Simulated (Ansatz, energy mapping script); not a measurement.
# Spin model of GdN in the rock-salt structure from collinear orders, part 2 of 3

Wanted: the magnetic order of GdN in the rock-salt structure, its couplings and an estimate of its ordering temperature, by PBE+U with a computed U.

PBE with U on Gd f by linear response, ortho-atomic projectors; plane waves, U on orthogonalised atomic orbitals unless named otherwise, collinear spin, no spin–orbit coupling.

So far. Step 4 (Order 1: parallel, cell A of 4 atoms): The run ends ferromagnetic.

## 5. Compensated +− start in cell A (4 atoms)

Level of this step: PBE with U = 4.32 eV on Gd f, ortho-atomic projectors (Ansatz).

This order reverses 6 of the 12 neighbours at 3.54 Å, 6 of the 6 neighbours at 5.00 Å and 12 of the 24 neighbours at 6.13 Å, counted for an average magnetic atom.

input.yaml reads:

```yaml
crystal:
  lattice:
    - [0.0, -2.502081428, -2.502081428]
    - [-2.502081428, 0.0, -2.502081428]
    - [2.502081428, 2.502081428, -5.004162856]
  atoms:
    - { symbol: Gd, position: [0.5, 0.5, 0.5], spin: 7.0 }
    - { symbol: Gd, position: [0.0, 0.0, 0.0], spin: -7.0 }
    - { symbol: "N", position: [0.75, 0.75, 0.75] }
    - { symbol: "N", position: [0.25, 0.25, 0.25] }
magnetization:
  spin_polarized: true
kpoints:
  mp_grid: { grid: [12, 12, 12] }
hamiltonian:
  xc: pbe
  hubbard:
    sites:
      - { species: Gd, l: f, u_eff: 4.32 }
      - { site: 0, l: f, u_eff: 4.32, starting_ns: [{ spin: up, occupation_matrix: gd1_major }, { spin: down, occupation_matrix: gd1_minor }] }
      - { site: 1, l: f, u_eff: 4.32, starting_ns: [{ spin: up, occupation_matrix: gd1_minor }, { spin: down, occupation_matrix: gd1_major }] }
    projectors: ortho-atomic
    occupation_matrices:
      gd1_major:
        matrix:
          - [0.998, 0.0, 0.0, 0.0, 0.0, 0.0, 0.0]
          - [0.0, 0.998, 0.0, 0.0, 0.0, 0.0, 0.0]
          - [0.0, 0.0, 0.998, 0.0, 0.0, 0.0, 0.0]
          - [0.0, 0.0, 0.0, 0.999, 0.0, 0.0, 0.0]
          - [0.0, 0.0, 0.0, 0.0, 0.999, 0.0, 0.0]
          - [0.0, 0.0, 0.0, 0.0, 0.0, 0.998, 0.0]
          - [0.0, 0.0, 0.0, 0.0, 0.0, 0.0, 0.998]
      gd1_minor:
        matrix:
          - [0.015, 0.0, 0.0, 0.0, 0.0, 0.0, 0.0]
          - [0.0, 0.009, 0.0, 0.0, 0.0, -0.005, 0.0]
          - [0.0, 0.0, 0.009, 0.0, 0.0, 0.0, 0.005]
          - [0.0, 0.0, 0.0, 0.005, 0.0, 0.0, 0.0]
          - [0.0, 0.0, 0.0, 0.0, 0.001, 0.0, 0.0]
          - [0.0, -0.005, 0.0, 0.0, 0.0, 0.011, 0.0]
          - [0.0, 0.0, 0.005, 0.0, 0.0, 0.0, 0.011]
scf:
  occupations: { method: fermi_dirac, width: 0.05 }
output:
  eigenvalues: true
```

Command:

```sh
$ ansatz run input.yaml --threads 4 --pin off --max-ram 8192MiB --backend cpu --events-out ev --progress --plain --runs-dir out
```

Numbers of over 12 decimals in the logs are rounded to 6 here.

Output:

```text
[...]
Crystal: 4 atoms, lattice volume = 62.656 Å³
Basis set: ecut = 420 eV, 1219 PW (Γ)
Bands: 36, of which v1, the nominal top of the filled ones, is band 23 counted from 1 (22 counted from 0)
Symmetry: 4 space group operations
k-points: 476 of 1728
[...]
Starting moments: Σ|m| = 14 μB on 2 of 4 sites
[...]
SCF iter   1: F=—  HF=-19438.351346 eV  |F-HF|=—  |Δ(HF+E_count)|=         —  Δρ=4.89e-2 (↑4.89e-2 ↓4.89e-2)  dr2=2.09e0  dr2_m=8.58e-1  M=-0.000 μB ∫|m|=14.158 μB  β_m=1.00  ethr=3.10e-3  ⟨swp⟩=5.0  Hψ=119705  notcnv=0  defer=1882
[...]
SCF iter  12: F=-19438.248111 eV  HF=-19438.248111 eV  |F-HF|=6.83e-9  |Δ(HF+E_count)|=   5.80e-8  Δρ=2.48e-6 (↑2.48e-6 ↓2.48e-6)  dr2=1.81e-8  dr2_m=1.86e-10  M=-0.000 μB ∫|m|=14.223 μB  ethr=2.17e-10  ⟨swp⟩=9.7  Hψ=133802  notcnv=0
SCF 1 converged in 12 iterations: F = -19438.248111 eV  dr2 = 1.81e-8
[...]
SCF converged after 12 iterations
Magnetization: -0.0000 μB (23.0000 up, 23.0000 down)
Absolute magnetization: 14.2223 μB (∫|ρ↑−ρ↓|, with the PAW one-centre terms)
[...]
Per-site moments (μB) at R_I (Å): [(6.914525, 1.03210858905), (-6.914525, 1.032109), (1.992177443539492e-7, 1.03210858905), (1.9921774476461744e-7, 1.032109)]
Free energy (F): -19438.248111 eV
[...]
Internal energy: -19438.247349 eV  (E = F + TS)
E sigma→0 (E₀):  -19438.247730 eV
Entropy (-TS):   -0.000763 eV (-0.191 meV/atom)
Fermi energy:    14.207778 eV
[...]
--- Specified on-site occupations, and those of the state reported ---
  electrons in the specified blocks: 14.0980 specified, 14.0990 found
[...]
--- Band table (eV; the first three rows and the last of 952) ---
  k-point 0 ↑: bands = [... 19 lower, 11.8736, 14.1582, 14.1674, 14.1674, 17.1411, 17.1411, 17.1486, 17.7521, ... 9 higher]
  k-point 1 ↑: bands = [... 19 lower, 11.9008, 14.0412, 14.1067, 14.1067, 17.1289, 17.1762, 17.1762, 17.8537, ... 9 higher]
  k-point 2 ↑: bands = [... 19 lower, 11.9815, 13.7319, 13.9389, 13.9389, 17.0796, 17.2750, 17.2750, 18.0369, ... 9 higher]
  k-point 475 ↓: bands = [... 19 lower, 12.5147, 12.5515, 12.6997, 12.9366, 16.1445, 17.0406, 18.0954, 18.1271, ... 9 higher]
Occupation matrices written to <dir>
```

Elapsed: 37 s, on 4 threads of Arm Neoverse V2, shared host; peak memory 1.9 GiB.

Spin moment in the sphere by atom:

| atom | spin moment in the sphere (μB) |
| --- | --- |
| Gd1 | 6.91 |
| Gd2 | -6.91 |
| N3 | 0.00 |
| N4 | 0.00 |

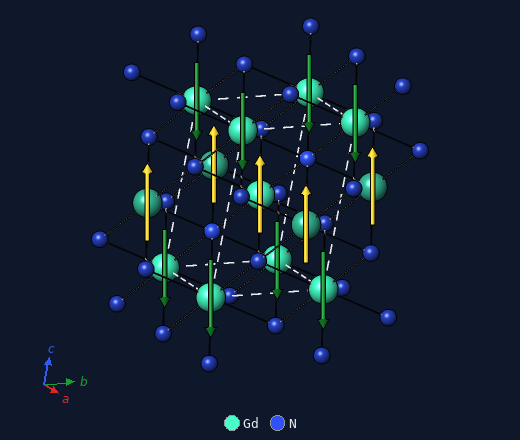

Spin moment in the sphere as arrows, the longest 6.91 μB. Up and down stand for the sign. Arrows give size and sign along the axis of quantisation, drawn up and down the page. The two directions have two colours. Some periodic images of atoms are drawn too.

The run ends antiferromagnetic, 10.43 meV a magnetic atom above the parallel order of its cell.

## 6. Run 3 (parallel; cell B, 4 atoms)

The parallel order again, as the reference for this cell.

This run holds the same structure in another cell (c 6.129 → 5.004 Å, α 73.2 → 90.0°, β 73.2 → 90.0°, γ 60.0 → 90.0°).

Changes to input.yaml since step 5:

```diff
@@ -3,9 +3,9 @@
     - [0.0, -2.502081428, -2.502081428]
-    - [-2.502081428, 0.0, -2.502081428]
-    - [2.502081428, 2.502081428, -5.004162856]
+    - [0.0, 2.502081428, -2.502081428]
+    - [5.004162856, 0.0, 0.0]
   atoms:
     - { symbol: Gd, position: [0.5, 0.5, 0.5], spin: 7.0 }
-    - { symbol: Gd, position: [0.0, 0.0, 0.0], spin: -7.0 }
-    - { symbol: "N", position: [0.75, 0.75, 0.75] }
-    - { symbol: "N", position: [0.25, 0.25, 0.25] }
+    - { symbol: Gd, position: [0.0, 0.0, 0.0], spin: 7.0 }
+    - { symbol: "N", position: [0.5, 0.5, 0.0] }
+    - { symbol: "N", position: [0.0, 0.0, 0.5] }
 magnetization:
@@ -13,3 +13,3 @@
 kpoints:
-  mp_grid: { grid: [12, 12, 12] }
+  mp_grid: { grid: [10, 10, 7] }
 hamiltonian:
@@ -20,3 +20,3 @@
       - { site: 0, l: f, u_eff: 4.32, starting_ns: [{ spin: up, occupation_matrix: gd1_major }, { spin: down, occupation_matrix: gd1_minor }] }
-      - { site: 1, l: f, u_eff: 4.32, starting_ns: [{ spin: up, occupation_matrix: gd1_minor }, { spin: down, occupation_matrix: gd1_major }] }
+      - { site: 1, l: f, u_eff: 4.32, starting_ns: [{ spin: up, occupation_matrix: gd1_major }, { spin: down, occupation_matrix: gd1_minor }] }
     projectors: ortho-atomic
```

Output:

```text
[...]
Crystal: 4 atoms, lattice volume = 62.656 Å³
Basis set: ecut = 420 eV, 1229 PW (Γ)
Bands: 36, of which v1, the nominal top of the filled ones, is band 23 counted from 1 (22 counted from 0)
Symmetry: 16 space group operations
k-points: 124 of 700
[...]
Starting moments: Σ|m| = 14 μB on 2 of 4 sites
[...]
k-point 1 ↑: bands = [... 19 lower, 8.6873, 8.6894, 8.7444, 8.7449, 8.7449, 12.6091, 13.8113, 13.9676, ... 9 higher]
  k-point 2 ↑: bands = [... 19 lower, 8.6827, 8.6939, 8.7256, 8.7278, 8.7278, 12.0084, 12.6542, 13.9858, ... 9 higher]
  k-point 123 ↓: bands = [... 19 lower, 17.7741, 18.1798, 18.1798, 18.1985, 18.1985, 18.2723, 18.2723, 18.3094, ... 9 higher]
Occupation matrices written to <dir>
[key lines of the parts left out:]
SCF converged after 13 iterations
Magnetization: 13.9999 μB (30.0000 up, 16.0000 down)
Free energy (F): -19438.270375 eV
Fermi energy:    14.339161 eV
```

The job ended after 10 s (4 threads; peak memory 0.72 GiB).

The run ends ferromagnetic. For each magnetic atom its energy differs from the parallel run of the first cell by -0.65 meV, an error that one common reference would have brought in.

## 7. Order 4: compensated +−, cell B of 4 atoms

This order reverses 8 of the 12 neighbours at 3.54 Å, 0 of the 6 neighbours at 5.00 Å and 16 of the 24 neighbours at 6.13 Å, counted for an average magnetic atom.

Changes to input.yaml since step 6:

```diff
@@ -7,3 +7,3 @@
     - { symbol: Gd, position: [0.5, 0.5, 0.5], spin: 7.0 }
-    - { symbol: Gd, position: [0.0, 0.0, 0.0], spin: 7.0 }
+    - { symbol: Gd, position: [0.0, 0.0, 0.0], spin: -7.0 }
     - { symbol: "N", position: [0.5, 0.5, 0.0] }
@@ -20,3 +20,3 @@
       - { site: 0, l: f, u_eff: 4.32, starting_ns: [{ spin: up, occupation_matrix: gd1_major }, { spin: down, occupation_matrix: gd1_minor }] }
-      - { site: 1, l: f, u_eff: 4.32, starting_ns: [{ spin: up, occupation_matrix: gd1_major }, { spin: down, occupation_matrix: gd1_minor }] }
+      - { site: 1, l: f, u_eff: 4.32, starting_ns: [{ spin: up, occupation_matrix: gd1_minor }, { spin: down, occupation_matrix: gd1_major }] }
     projectors: ortho-atomic
```

Output:

```text
[...]
Crystal: 4 atoms, lattice volume = 62.656 Å³
Basis set: ecut = 420 eV, 1229 PW (Γ)
Bands: 36, of which v1, the nominal top of the filled ones, is band 23 counted from 1 (22 counted from 0)
Symmetry: 8 space group operations
k-points: 124 of 700
[...]
Starting moments: Σ|m| = 14 μB on 2 of 4 sites
[...]
k-point 1 ↑: bands = [... 19 lower, 13.7728, 13.7728, 14.1796, 14.1796, 14.2648, 16.9791, 17.4217, 17.4217, ... 9 higher]
  k-point 2 ↑: bands = [... 19 lower, 13.6465, 13.6465, 14.0474, 14.0474, 14.5319, 16.4202, 17.9126, 17.9126, ... 9 higher]
  k-point 123 ↓: bands = [... 19 lower, 12.8451, 12.8451, 12.9529, 12.9529, 16.9267, 16.9267, 18.1954, 18.1954, ... 9 higher]
Occupation matrices written to <dir>
[key lines of the parts left out:]
SCF converged after 12 iterations
Magnetization: 0.0000 μB (23.0000 up, 23.0000 down)
Free energy (F): -19438.247213 eV
Fermi energy:    14.228589 eV
```

Wall time 4.8 s (4 threads); peak memory 0.71 GiB; 18 s of CPU time.

The run ends antiferromagnetic, 11.69 meV a magnetic atom above the parallel order of its cell.

## 8. Parallel start in cell C (6 atoms)

A new cell needs its own zero of energy.

Changes to input.yaml since step 7:

```diff
@@ -3,9 +3,11 @@
     - [0.0, -2.502081428, -2.502081428]
-    - [0.0, 2.502081428, -2.502081428]
-    - [5.004162856, 0.0, 0.0]
+    - [-5.004162856, 0.0, 0.0]
+    - [2.502081428, 5.004162856, -2.502081428]
   atoms:
-    - { symbol: Gd, position: [0.5, 0.5, 0.5], spin: 7.0 }
-    - { symbol: Gd, position: [0.0, 0.0, 0.0], spin: -7.0 }
-    - { symbol: "N", position: [0.5, 0.5, 0.0] }
-    - { symbol: "N", position: [0.0, 0.0, 0.5] }
+    - { symbol: Gd, position: [0.666666667, 0.666666667, 0.333333333], spin: 7.0 }
+    - { symbol: Gd, position: [0.333333333, 0.333333333, 0.666666667], spin: 7.0 }
+    - { symbol: Gd, position: [0.0, 0.0, 0.0], spin: 7.0 }
+    - { symbol: "N", position: [0.666666667, 0.166666667, 0.333333333] }
+    - { symbol: "N", position: [0.333333333, 0.833333333, 0.666666667] }
+    - { symbol: "N", position: [0.0, 0.5, 0.0] }
 magnetization:
@@ -13,3 +15,3 @@
 kpoints:
-  mp_grid: { grid: [10, 10, 7] }
+  mp_grid: { grid: [11, 11, 11] }
 hamiltonian:
@@ -20,3 +22,4 @@
       - { site: 0, l: f, u_eff: 4.32, starting_ns: [{ spin: up, occupation_matrix: gd1_major }, { spin: down, occupation_matrix: gd1_minor }] }
-      - { site: 1, l: f, u_eff: 4.32, starting_ns: [{ spin: up, occupation_matrix: gd1_minor }, { spin: down, occupation_matrix: gd1_major }] }
+      - { site: 1, l: f, u_eff: 4.32, starting_ns: [{ spin: up, occupation_matrix: gd1_major }, { spin: down, occupation_matrix: gd1_minor }] }
+      - { site: 2, l: f, u_eff: 4.32, starting_ns: [{ spin: up, occupation_matrix: gd1_major }, { spin: down, occupation_matrix: gd1_minor }] }
     projectors: ortho-atomic
```

Output:

```text
[...]
Crystal: 6 atoms, lattice volume = 93.984 Å³
Basis set: ecut = 420 eV, 1821 PW (Γ)
Bands: 54, of which v1, the nominal top of the filled ones, is band 35 counted from 1 (34 counted from 0)
Symmetry: 12 space group operations
k-points: 366 of 1331
[...]
Starting moments: Σ|m| = 21 μB on 3 of 6 sites
[...]
k-point 1 ↑: bands = [... 31 lower, 8.7347, 8.7471, 8.7490, 8.7508, 8.7582, 11.1425, 11.8633, 12.3015, ... 15 higher]
  k-point 2 ↑: bands = [... 31 lower, 8.7318, 8.7351, 8.7424, 8.7430, 8.7493, 10.9832, 12.1650, 12.3387, ... 15 higher]
  k-point 365 ↓: bands = [... 31 lower, 18.1221, 18.1813, 18.1861, 18.2137, 18.2693, 18.2784, 18.2830, 18.2876, ... 15 higher]
Occupation matrices written to <dir>
[key lines of the parts left out:]
SCF converged after 13 iterations
Magnetization: 20.9999 μB (45.0000 up, 24.0000 down)
Free energy (F): -29157.404134 eV
Fermi energy:    14.356239 eV
```

Wall time 72 s (4 threads); peak memory 2.9 GiB.

The run ends ferromagnetic. For each magnetic atom its energy differs from the parallel run of the first cell by -0.13 meV, an error that one common reference would have brought in.

## 9. Uncompensated ++− start in cell C (6 atoms)

This order reverses 6.67 of the 12 neighbours at 3.54 Å, 2.67 of the 6 neighbours at 5.00 Å and 8 of the 24 neighbours at 6.13 Å, counted for an average magnetic atom.

Changes to input.yaml since step 8:

```diff
@@ -8,3 +8,3 @@
     - { symbol: Gd, position: [0.333333333, 0.333333333, 0.666666667], spin: 7.0 }
-    - { symbol: Gd, position: [0.0, 0.0, 0.0], spin: 7.0 }
+    - { symbol: Gd, position: [0.0, 0.0, 0.0], spin: -7.0 }
     - { symbol: "N", position: [0.666666667, 0.166666667, 0.333333333] }
@@ -23,3 +23,3 @@
       - { site: 1, l: f, u_eff: 4.32, starting_ns: [{ spin: up, occupation_matrix: gd1_major }, { spin: down, occupation_matrix: gd1_minor }] }
-      - { site: 2, l: f, u_eff: 4.32, starting_ns: [{ spin: up, occupation_matrix: gd1_major }, { spin: down, occupation_matrix: gd1_minor }] }
+      - { site: 2, l: f, u_eff: 4.32, starting_ns: [{ spin: up, occupation_matrix: gd1_minor }, { spin: down, occupation_matrix: gd1_major }] }
     projectors: ortho-atomic
```

Output:

```text
[...]
Crystal: 6 atoms, lattice volume = 93.984 Å³
Basis set: ecut = 420 eV, 1821 PW (Γ)
Bands: 54, of which v1, the nominal top of the filled ones, is band 35 counted from 1 (34 counted from 0)
Symmetry: 4 space group operations
k-points: 366 of 1331
[...]
Starting moments: Σ|m| = 21 μB on 3 of 6 sites
[...]
k-point 1 ↑: bands = [... 31 lower, 12.2950, 12.7343, 12.8348, 12.8678, 14.0870, 14.1749, 14.2373, 16.5239, ... 15 higher]
  k-point 2 ↑: bands = [... 31 lower, 12.3841, 12.7667, 12.9162, 13.1657, 13.6145, 13.8754, 14.1047, 15.8546, ... 15 higher]
  k-point 365 ↓: bands = [... 31 lower, 17.2185, 17.5054, 17.9405, 18.0362, 18.0982, 18.1202, 18.1738, 18.1835, ... 15 higher]
Occupation matrices written to <dir>
[key lines of the parts left out:]
SCF converged after 12 iterations
Magnetization: 6.9991 μB (37.9995 up, 31.0005 down)
Free energy (F): -29157.373312 eV
Fermi energy:    14.247325 eV
```

It took 64 s on 4 threads; peak memory 3 GiB.

The run ends ferrimagnetic, 10.17 meV a magnetic atom above the parallel order of its cell.

## 10. Parallel start in cell D (6 atoms)

The parallel order again, as the reference for this cell.

This run holds the same structure in another cell (b 5.004 → 3.538 Å, c 6.129 → 7.912 Å, α 114.1 → 102.9°, β 106.8 → 102.9°).

Changes to input.yaml since step 9:

```diff
@@ -2,12 +2,12 @@
   lattice:
-    - [0.0, -2.502081428, -2.502081428]
-    - [-5.004162856, 0.0, 0.0]
-    - [2.502081428, 5.004162856, -2.502081428]
+    - [0.0, 2.502081428, 2.502081428]
+    - [0.0, 2.502081428, -2.502081428]
+    - [-7.506244284, -2.502081428, 0.0]
   atoms:
+    - { symbol: Gd, position: [0.0, 0.0, 0.0], spin: 7.0 }
+    - { symbol: Gd, position: [0.333333333, 0.333333333, 0.666666667], spin: 7.0 }
     - { symbol: Gd, position: [0.666666667, 0.666666667, 0.333333333], spin: 7.0 }
-    - { symbol: Gd, position: [0.333333333, 0.333333333, 0.666666667], spin: 7.0 }
-    - { symbol: Gd, position: [0.0, 0.0, 0.0], spin: -7.0 }
-    - { symbol: "N", position: [0.666666667, 0.166666667, 0.333333333] }
-    - { symbol: "N", position: [0.333333333, 0.833333333, 0.666666667] }
-    - { symbol: "N", position: [0.0, 0.5, 0.0] }
+    - { symbol: "N", position: [0.833333333, 0.833333333, 0.666666667] }
+    - { symbol: "N", position: [0.166666667, 0.166666667, 0.333333333] }
+    - { symbol: "N", position: [0.5, 0.5, 0.0] }
 magnetization:
@@ -23,3 +23,3 @@
       - { site: 1, l: f, u_eff: 4.32, starting_ns: [{ spin: up, occupation_matrix: gd1_major }, { spin: down, occupation_matrix: gd1_minor }] }
-      - { site: 2, l: f, u_eff: 4.32, starting_ns: [{ spin: up, occupation_matrix: gd1_minor }, { spin: down, occupation_matrix: gd1_major }] }
+      - { site: 2, l: f, u_eff: 4.32, starting_ns: [{ spin: up, occupation_matrix: gd1_major }, { spin: down, occupation_matrix: gd1_minor }] }
     projectors: ortho-atomic
```

Output:

```text
[...]
Crystal: 6 atoms, lattice volume = 93.984 Å³
Basis set: ecut = 420 eV, 1857 PW (Γ)
Bands: 54, of which v1, the nominal top of the filled ones, is band 35 counted from 1 (34 counted from 0)
Symmetry: 24 space group operations
k-points: 216 of 1331
[...]
Starting moments: Σ|m| = 21 μB on 3 of 6 sites
[...]
k-point 1 ↑: bands = [... 31 lower, 8.6853, 8.6948, 8.7502, 8.7502, 8.7502, 11.6801, 12.0615, 13.9350, ... 15 higher]
  k-point 2 ↑: bands = [... 31 lower, 8.6903, 8.6942, 8.7465, 8.7468, 8.7468, 11.6250, 12.3229, 13.9244, ... 15 higher]
  k-point 215 ↓: bands = [... 31 lower, 18.1652, 18.1720, 18.2011, 18.2085, 18.2284, 18.2314, 18.2498, 18.2612, ... 15 higher]
Occupation matrices written to <dir>
[key lines of the parts left out:]
SCF converged after 13 iterations
Magnetization: 20.9999 μB (44.9999 up, 24.0001 down)
Free energy (F): -29157.404300 eV
Fermi energy:    14.352741 eV
```

Elapsed: 44 s, on 4 threads; peak memory 1.8 GiB; 2.8 min of CPU time.

The run ends ferromagnetic. For each magnetic atom its energy differs from the parallel run of the first cell by -0.20 meV, an error that one common reference would have brought in.

## 11. Run 8 (uncompensated ++−; cell D, 6 atoms)

This order reverses 5.33 of the 12 neighbours at 3.54 Å, 1.33 of the 6 neighbours at 5.00 Å and 16 of the 24 neighbours at 6.13 Å, counted for an average magnetic atom.

Changes to input.yaml since step 10:

```diff
@@ -8,3 +8,3 @@
     - { symbol: Gd, position: [0.333333333, 0.333333333, 0.666666667], spin: 7.0 }
-    - { symbol: Gd, position: [0.666666667, 0.666666667, 0.333333333], spin: 7.0 }
+    - { symbol: Gd, position: [0.666666667, 0.666666667, 0.333333333], spin: -7.0 }
     - { symbol: "N", position: [0.833333333, 0.833333333, 0.666666667] }
@@ -23,3 +23,3 @@
       - { site: 1, l: f, u_eff: 4.32, starting_ns: [{ spin: up, occupation_matrix: gd1_major }, { spin: down, occupation_matrix: gd1_minor }] }
-      - { site: 2, l: f, u_eff: 4.32, starting_ns: [{ spin: up, occupation_matrix: gd1_major }, { spin: down, occupation_matrix: gd1_minor }] }
+      - { site: 2, l: f, u_eff: 4.32, starting_ns: [{ spin: up, occupation_matrix: gd1_minor }, { spin: down, occupation_matrix: gd1_major }] }
     projectors: ortho-atomic
```

Output:

```text
[...]
Crystal: 6 atoms, lattice volume = 93.984 Å³
Basis set: ecut = 420 eV, 1857 PW (Γ)
Bands: 54, of which v1, the nominal top of the filled ones, is band 35 counted from 1 (34 counted from 0)
Symmetry: 8 space group operations
k-points: 216 of 1331
[...]
Starting moments: Σ|m| = 21 μB on 3 of 6 sites
[...]
k-point 1 ↑: bands = [... 31 lower, 13.6621, 13.6621, 13.9703, 13.9703, 14.1530, 14.3311, 14.3311, 14.3397, ... 15 higher]
  k-point 2 ↑: bands = [... 31 lower, 13.6594, 13.6594, 13.8015, 13.9879, 13.9879, 14.2397, 14.2767, 14.2767, ... 15 higher]
  k-point 215 ↓: bands = [... 31 lower, 14.6569, 15.9844, 16.7258, 17.9504, 18.1644, 18.1726, 18.2094, 18.2135, ... 15 higher]
Occupation matrices written to <dir>
[key lines of the parts left out:]
SCF converged after 12 iterations
Magnetization: 6.9990 μB (37.9995 up, 31.0005 down)
Free energy (F): -29157.379941 eV
Fermi energy:    14.255335 eV
```

Elapsed: 40 s, on 4 threads; peak memory 1.9 GiB; 2.6 min of CPU time.

The run ends ferrimagnetic, 8.09 meV a magnetic atom above the parallel order of its cell.

(Part 2 of 3 ends here.)

[Logs and program files are shortened in this print: banners, set-up blocks, solver, clock and traceback lines can be left out without a mark of their own.]

[Logs are printed without paths, hosts, clocks, repeated set-up lines and the standing remarks that a program may print on its own settings, such as how far it seeks lower states.]

[Hosts, paths, dates, database ids (printed as entryN), source tags and the programs' standing remarks are cut or masked in the printed files.]

[Where a cell is said to come from a database of computed structures, the database is the Materials Project.]
